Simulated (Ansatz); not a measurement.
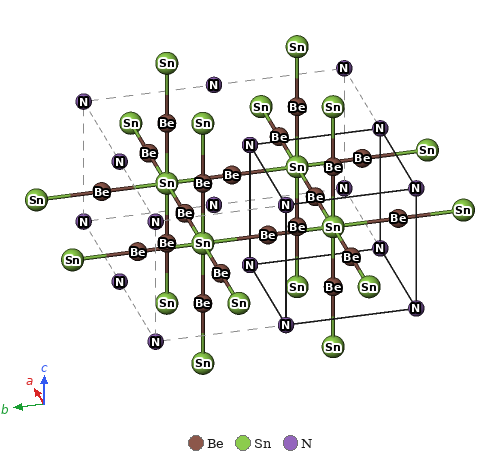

System Be₃SnN (space group Pm-3m, No. 221); source of the atomic positions: the geometry relaxed with DFT PBE, scalar-relativistic, plane waves, PAW (Ansatz 0.2.0); the starting structure was generated, so it need not be a known form of this composition.

Bonds are taken as Be–Sn below 2.5 Å. Simplification: prune 0- and 1-connected atoms, fold 2-connected ones into links.

Question: What kind of net remains, and which atoms are its nodes?

Answer: A uninodal 6-connected, three-periodic net: Sn is a 6-connected node. Be becomes part of the edges. N drops out.

Question: Which named net is it?

Answer: It is the pcu net, known from NaCl, ReO3 and the B-X framework of perovskite.

Question: Is the net interpenetrated?

Answer: It is a single net, without interpenetration.

Question: Give the point symbol of each node (shortest cycle at each angle).

Answer: Sn: 4^12.6^3.

Question: How many nodes does the smallest cycle have?

Answer: Four.
